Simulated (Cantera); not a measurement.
A closed system holds: 1 mol Si3N4, 1.2 mol H2O, 30 mol H2, at 1.10e-5 bar.

Method: chemical equilibrium by Gibbs-energy minimisation in Cantera with the NASA 1993 tables (ideal gas, pure condensed phases). Candidate condensed phases: H2O, Si, SiO2, Si2N2O, Si3N4; 35 gas species. Mutual solubility and eutectic melting of coexisting phases are not modelled. The tables' values for SiN are old estimates; treat these amounts as uncertain. The numbers say what is thermodynamically allowed, not how fast it happens.

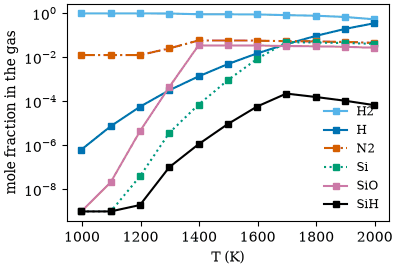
Figure. Equilibrium gas composition (values under 1e-9 drawn at 1e-9)

From 998 K to 1198 K the condensed part is Si2N2O(s) + Si3N4(s). At 1298 K the condensed part is Si(s) + Si2N2O(s). From 1398 K to 1598 K the condensed part is Si(s). From 1698 K to 1998 K nothing is condensed.
